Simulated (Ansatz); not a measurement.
## Geometry relaxation of C₂H₅NOSSi (part 1 of 2)

The run: geometry relaxation of C₂H₅NOSSi. Method and program: RKS B3LYP/6-31G* (Ansatz 0.2.0).

It belongs to a series of runs on one base structure; here: end point A relaxed. Figures and captions count atoms from 1; the log counts them from 0 in places.

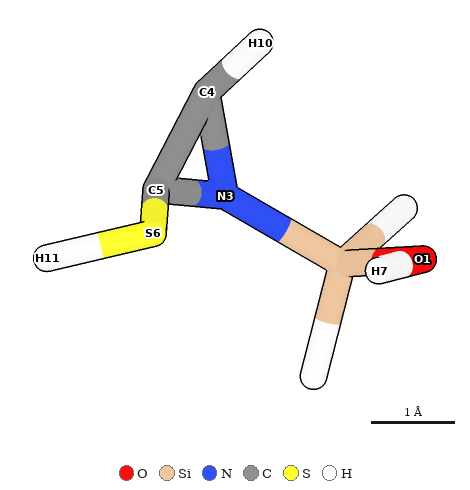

The input geometry (stick view, seen at a tilt; atoms are numbered from 1 in the order of the input).

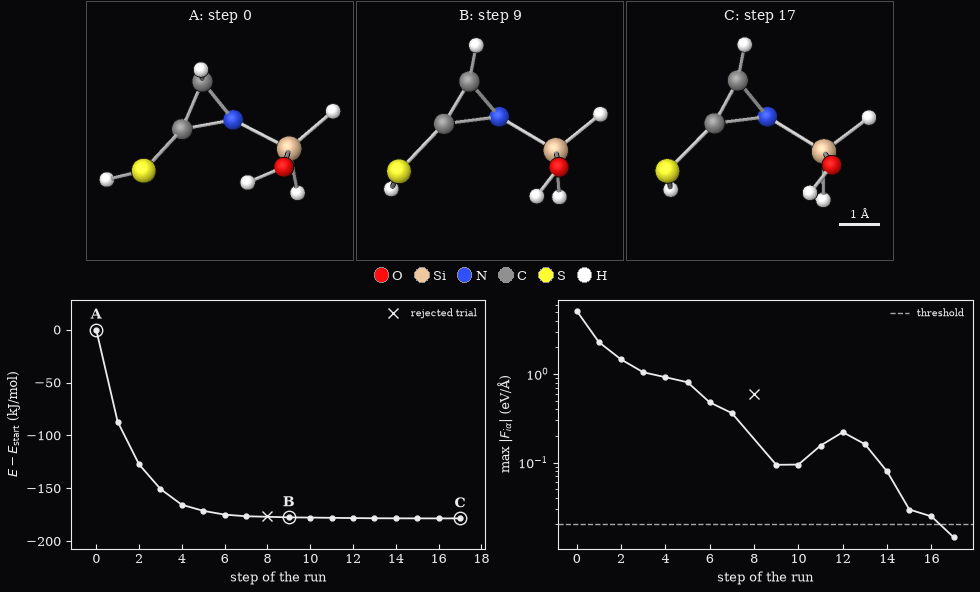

Frames of the relaxation (ball-and-stick view, seen at a tilt) above the curves, on which the letters mark them (the first geometry is step 0 here and step 1 in the log).

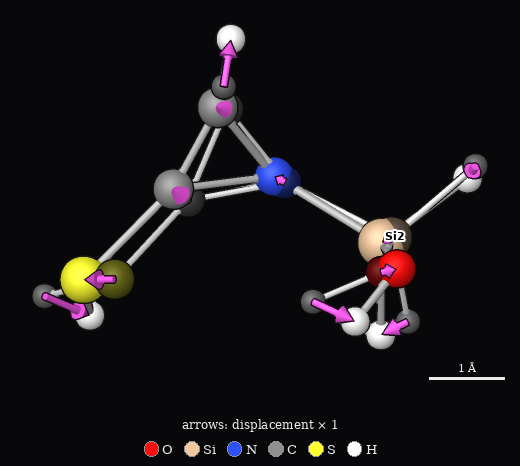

Start (faint) and end (solid) with the displacements as pink arrows, at true length (ball-and-stick view, seen at a tilt). The two geometries are laid on each other by the best rigid fit. The atom that moves furthest after the best rigid fit is H11 (0.90 Å). Largest moves by element: H 0.90 Å, C 0.55 Å, S 0.48 Å, O 0.23 Å, N 0.17 Å, Si 0.15 Å. Among the contacts that change: N3–C5 1.342 → 1.512 Å, C4–C5 1.402 → 1.283 Å, N3–C4 1.408 → 1.526 Å, Si2–N3 1.674 → 1.761 Å. Among the angles that change: C5–C4–H10 122.8° → 156.6°, C4–C5–S6 125.1° → 154.8°, Si2–N3–C5 135.8° → 124.2°. Over 17 geometry steps the energy falls by 178.5 kJ/mol. Largest force component: 5.2 eV/Å at the start, 0.014 eV/Å at the end. The line search rejected the trial step at point 8 (counted from 0) and went back. (Atoms are counted from 1 in the order of the input.)

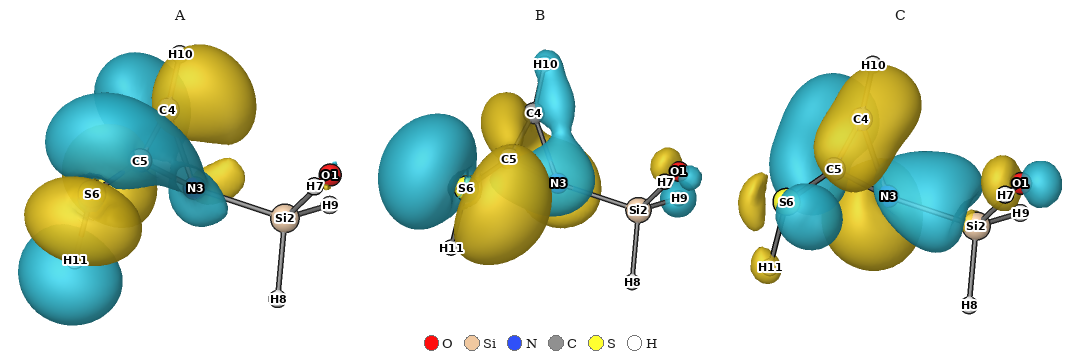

Three frontier orbitals at ±0.1 Å⁻³ᐟ² (yellow and cyan are the two phases). B is the HOMO−1 (−7.67 eV). C is the HOMO (−5.18 eV). Its weight (Hirshfeld) is mainly on N3 (40 %), C4 (20 %), C5 (15 %) and Si2 (10 %); π-antibonding (π*) across N3–C4. A is the LUMO (−0.65 eV). By Hirshfeld shares it lies mainly on S6 (30 %), C4 (25 %), C5 (25 %) and H11 (10 %). The HOMO–LUMO gap is 4.53 eV between the orbital energies.

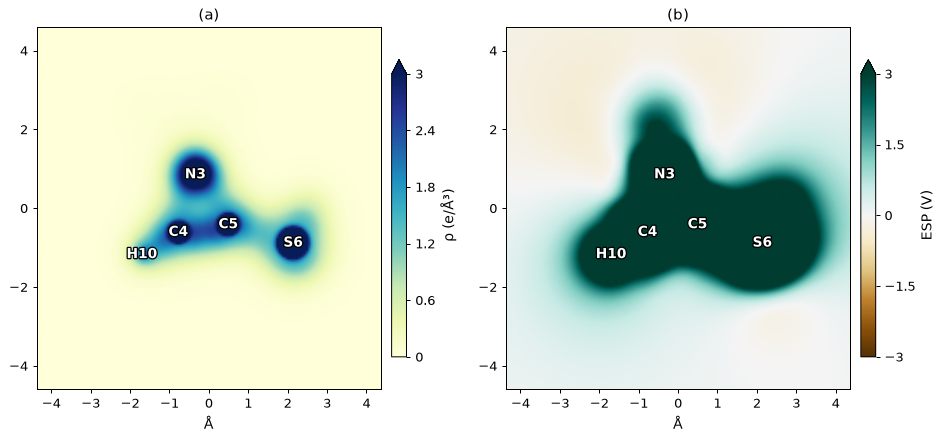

(a) total electron density; (b) electrostatic potential on the plane of atoms N3, C5 and C4. C–C (1.28 Å): ρ is about 2.4 e/Å³ halfway. C–N (1.51 Å): ρ is about 1.6 e/Å³ halfway. C–S (1.72 Å): ρ at the midpoint is about 1.4 e/Å³. C–H (1.08 Å): ρ is about 2 e/Å³ halfway.

The input that produced these results follows, with the program's output.

### Input
```yaml
crystal:
  periodic: [false, false, false]
  atoms:
    - { symbol: O, position_ang: [-0.2046, -1.3158, 1.4894] }
    - { symbol: Si, position_ang: [0.2348, -1.5641, -0.077] }
    - { symbol: "N", position_ang: [0.5328, -0.0791, -0.7893] }
    - { symbol: C, position_ang: [1.2782, 1.0318, -0.3494] }
    - { symbol: C, position_ang: [-0.0525, 1.1283, -0.7786] }
    - { symbol: S, position_ang: [-1.3114, 1.9206, 0.0783] }
    - { symbol: H, position_ang: [-0.8304, -0.5152, 1.5701] }
    - { symbol: H, position_ang: [-0.8207, -2.2077, -0.8192] }
    - { symbol: H, position_ang: [1.4629, -2.3804, -0.0248] }
    - { symbol: H, position_ang: [1.5936, 1.3086, 0.644] }
    - { symbol: H, position_ang: [-1.8175, 2.6159, -0.923] }
basis:
  gaussian: { orbitals: "6-31G*" }
hamiltonian:
  xc: b3lyp
relax:
  f_tol: 0.02
  max_steps: 50
output:
  orbitals: {}
```

Command:
```bash
ansatz run input.yaml --threads 2 --pin off --max-ram 3072MiB --backend cpu --events-out ev --progress --plain --runs-dir out
```

### What the program printed
```
The last accepted step is kept in [file] (removed where the run ends without a failure and the disk answers)
Engine: ansatz 0.2.0, x86_64-unknown-linux-gnu
Functional definition: B3LYP
  parameter a0 = 0.2
  parameter ax = 0.72
  parameter ac = 0.81
  exchange = (1 - a0 - ax)*slater_x + ax*b88_x + a0*exact_x
  correlation = (1 - ac)*vwn_rpa_c + ac*lyp_c
1144 factors; integrals over basis functions are off by at most 4.8e-4 eV
mean field evaluation 1: about -24391.7103 eV, gradient 6.8e1 eV
mean field evaluation 2: about -24355.2899 eV, gradient 1.4e2 eV
mean field evaluation 4: about -24398.6123 eV, gradient 2.9e1 eV
mean field evaluation 8: about -24400.8695 eV, gradient 1.1e-1 eV
mean field evaluation 16: about -24400.8969 eV, gradient 3.5e-4 eV
mean field -24400.89685250 eV, -896.7164198073 hartree, gradient 2.1e-5 eV, S^2 0.000000; 0 other end points of the search recorded, 0 dependent functions left out
the calculation of the forces begins
reference -24400.89711824 eV, -896.7164295732 hartree; 31, 31 occupied and 77, 77 virtual orbitals, 1144 factors
relax step   1: F+E_penalty+E_count = -24400.89685250 eV  Δ(F+E_penalty+E_count) = +0.000e0 eV  max|allowed force component| = 5.191e0 eV/Å  Δτ_max = 0.0000 Å  (31 SCF iters, accepted)
these checks for a lower state are left out or cut short: starts, cluster_reference, orbital_swaps, neighbouring_geometries, increment
1144 factors; integrals over basis functions are off by at most 6.2e-4 eV
mean field -24401.79824566 eV, -896.7495453949 hartree, gradient 9.4e-6 eV, S^2 0.000000; 0 other end points of the search recorded, 0 dependent functions left out
[... from here on the field's lines of each further geometry are left out, up to the last ...]
relax step   2: F+E_penalty+E_count = -24401.79824566 eV  Δ(F+E_penalty+E_count) = -9.014e-1 eV  max|allowed force component| = 2.297e0 eV/Å  Δτ_max = 0.1996 Å  (35 SCF iters, accepted)
relax step   3: F+E_penalty+E_count = -24402.21665559 eV  Δ(F+E_penalty+E_count) = -4.184e-1 eV  max|allowed force component| = 1.465e0 eV/Å  Δτ_max = 0.1967 Å  (34 SCF iters, accepted)
relax step   4: F+E_penalty+E_count = -24402.45785116 eV  Δ(F+E_penalty+E_count) = -2.412e-1 eV  max|allowed force component| = 1.049e0 eV/Å  Δτ_max = 0.2000 Å  (32 SCF iters, accepted)
relax step   5: F+E_penalty+E_count = -24402.61301921 eV  Δ(F+E_penalty+E_count) = -1.552e-1 eV  max|allowed force component| = 9.218e-1 eV/Å  Δτ_max = 0.1949 Å  (34 SCF iters, accepted)
relax step   6: F+E_penalty+E_count = -24402.67228279 eV  Δ(F+E_penalty+E_count) = -5.926e-2 eV  max|allowed force component| = 8.082e-1 eV/Å  Δτ_max = 0.2000 Å  (31 SCF iters, accepted)
relax step   7: F+E_penalty+E_count = -24402.70952224 eV  Δ(F+E_penalty+E_count) = -3.724e-2 eV  max|allowed force component| = 4.787e-1 eV/Å  Δτ_max = 0.0825 Å  (33 SCF iters, accepted)
relax step   8: F+E_penalty+E_count = -24402.72544098 eV  Δ(F+E_penalty+E_count) = -1.592e-2 eV  max|allowed force component| = 3.619e-1 eV/Å  Δτ_max = 0.0426 Å  (32 SCF iters, accepted)
relax step   9: F+E_penalty+E_count = -24402.72147782 eV  Δ(F+E_penalty+E_count) = +3.963e-3 eV  max|allowed force component| = 5.985e-1 eV/Å  Δτ_max = 0.1869 Å  (30 SCF iters, rejected (line search))
relax step  10: F+E_penalty+E_count = -24402.73631597 eV  Δ(F+E_penalty+E_count) = -1.087e-2 eV  max|allowed force component| = 9.421e-2 eV/Å  Δτ_max = 0.0894 Å  (32 SCF iters, accepted)
relax step  11: F+E_penalty+E_count = -24402.73841679 eV  Δ(F+E_penalty+E_count) = -2.101e-3 eV  max|allowed force component| = 9.483e-2 eV/Å  Δτ_max = 0.0370 Å  (32 SCF iters, accepted)
relax step  12: F+E_penalty+E_count = -24402.74101147 eV  Δ(F+E_penalty+E_count) = -2.595e-3 eV  max|allowed force component| = 1.555e-1 eV/Å  Δτ_max = 0.1410 Å  (32 SCF iters, accepted)
relax step  13: F+E_penalty+E_count = -24402.74343244 eV  Δ(F+E_penalty+E_count) = -2.421e-3 eV  max|allowed force component| = 2.205e-1 eV/Å  Δτ_max = 0.0314 Å  (32 SCF iters, accepted)
relax step  14: F+E_penalty+E_count = -24402.74516515 eV  Δ(F+E_penalty+E_count) = -1.733e-3 eV  max|allowed force component| = 1.611e-1 eV/Å  Δτ_max = 0.0473 Å  (32 SCF iters, accepted)
relax step  15: F+E_penalty+E_count = -24402.74575290 eV  Δ(F+E_penalty+E_count) = -5.877e-4 eV  max|allowed force component| = 7.917e-2 eV/Å  Δτ_max = 0.0306 Å  (32 SCF iters, accepted)
relax step  16: F+E_penalty+E_count = -24402.74628771 eV  Δ(F+E_penalty+E_count) = -5.348e-4 eV  max|allowed force component| = 2.943e-2 eV/Å  Δτ_max = 0.0256 Å  (33 SCF iters, accepted)
relax step  17: F+E_penalty+E_count = -24402.74639520 eV  Δ(F+E_penalty+E_count) = -1.075e-4 eV  max|allowed force component| = 2.459e-2 eV/Å  Δτ_max = 0.0081 Å  (27 SCF iters, accepted)
the calculation of the forces begins
reference -24402.74671844 eV, -896.7844011270 hartree; 31, 31 occupied and 77, 77 virtual orbitals, 1144 factors
relax step  18: F+E_penalty+E_count = -24402.74645037 eV  Δ(F+E_penalty+E_count) = -5.516e-5 eV  max|allowed force component| = 1.429e-2 eV/Å  Δτ_max = 0.0079 Å  (26 SCF iters, accepted)
1144 factors; integrals over basis functions are off by at most 6.5e-4 eV
mean field -24402.74645037 eV, -896.7843912753 hartree, gradient 2.4e-5 eV, S^2 0.000000; 1 other end points of the search recorded, 0 dependent functions left out
the calculation of the forces begins
reference -24402.74671844 eV, -896.7844011270 hartree; 31, 31 occupied and 77, 77 virtual orbitals, 1144 factors
Total energy: -24402.74671844 eV, -896.7844011270 hartree
Atom 0 at    -0.105543    -1.479697     1.602263 Å, force    -0.001614     0.002850    -0.009634 eV/Å
Atom 1 at     0.116268    -1.453129    -0.054907 Å, force    -0.002156    -0.012005     0.014289 eV/Å
Atom 2 at     0.565164     0.078882    -0.798861 Å, force     0.002133     0.006989    -0.012163 eV/Å
Atom 3 at     1.294933     1.187994    -0.045840 Å, force     0.003339     0.000628     0.009780 eV/Å
Atom 4 at     0.067670     1.428202    -0.331105 Å, force    -0.003456     0.003660     0.001952 eV/Å
Atom 5 at    -1.416758     2.291525    -0.219939 Å, force     0.000642    -0.002158    -0.004380 eV/Å
Atom 6 at    -0.919916    -1.072939     1.929669 Å, force     0.000773     0.000662     0.002876 eV/Å
Atom 7 at    -1.115779    -1.886778    -0.771456 Å, force    -0.000105    -0.000006    -0.000218 eV/Å
Atom 8 at     1.240122    -2.381475    -0.306606 Å, force     0.002006    -0.000260    -0.001363 eV/Å
Atom 9 at     2.245125     1.340027     0.435221 Å, force     0.000411    -0.002055    -0.002956 eV/Å
Atom 10 at    -1.906086     1.890288    -1.417938 Å, force    -0.001974     0.001694     0.001817 eV/Å
Dipole moment:    -0.266750     0.358680     0.109689 e Å
```

### Trajectory as extended XYZ (Å, eV, eV/Å), 18 frames, from step=1 to step=18
```
11
Properties=species:S:1:pos:R:3:forces:R:3 step=1 energy=-24400.89685
O    -0.2046   -1.3158    1.4894   -1.4732   1.6996   1.2405
Si    0.2348   -1.5641   -0.0770    0.1300  -1.4302   0.6206
N     0.5328   -0.0791   -0.7893    0.6654  -5.1907  -2.6245
C     1.2782    1.0318   -0.3494   -2.6919   2.6195  -0.4289
C    -0.0525    1.1283   -0.7786    3.7287   3.4683   1.1017
S    -1.3114    1.9206    0.0783   -0.8435   0.6168   1.2179
H    -0.8304   -0.5152    1.5701    1.1321  -1.8065   0.0314
H    -0.8207   -2.2077   -0.8192   -0.5801  -0.3706  -0.5820
H     1.4629   -2.3804   -0.0248    0.0961   0.0420  -0.1055
H     1.5936    1.3086    0.6440    0.5115   0.2139   0.2934
H    -1.8175    2.6159   -0.9230   -0.6751   0.1378  -0.7646
11
Properties=species:S:1:pos:R:3:forces:R:3 step=2 energy=-24401.79825
O    -0.2129   -1.3448    1.5228   -0.6551   0.5245   0.5197
Si    0.2036   -1.5794   -0.0684    0.0384  -0.6581   0.5305
N     0.5515   -0.0850   -0.8068    0.4569  -2.2972  -1.8479
C     1.3080    1.0650   -0.3438   -1.9136   1.1973   0.3298
C     0.0269    1.2132   -0.7484    1.7697   1.8509   1.0125
S    -1.2460    2.0591    0.0936   -0.5058   0.6282  -0.7246
H    -0.8623   -0.6095    1.6246    0.4078  -0.7090   0.0669
H    -0.8616   -2.2246   -0.8489   -0.2005  -0.0732  -0.1960
H     1.4430   -2.3859   -0.0449   -0.0140   0.0130  -0.0604
H     1.6719    1.3360    0.6453    0.5928  -0.0044  -0.1463
H    -1.9570    2.4988   -1.0046    0.0232  -0.4719   0.5157
11
Properties=species:S:1:pos:R:3:forces:R:3 step=3 energy=-24402.21666
O    -0.2344   -1.3665    1.5462    0.1371  -0.2573  -0.0684
Si    0.1842   -1.5835   -0.0603   -0.0824   0.0122   0.4100
N     0.5673   -0.0875   -0.8530    0.4809  -0.1390  -0.9076
C     1.3111    1.0917   -0.3156    0.5511  -0.1987   1.2352
C     0.1000    1.3015   -0.7145   -1.4497   0.9243   0.2129
S    -1.1996    2.1940    0.0604   -0.5764   0.0033  -1.4645
H    -0.8895   -0.6682    1.6641   -0.2400   0.0777   0.1426
H    -0.8871   -2.2217   -0.8674   -0.0090   0.0353   0.0123
H     1.4248   -2.3899   -0.0573   -0.0484  -0.0090  -0.0098
H     1.7732    1.3212    0.6501    0.5057  -0.1553  -0.5422
H    -2.0847    2.3517   -1.0322    0.7312  -0.2936   0.9795
```
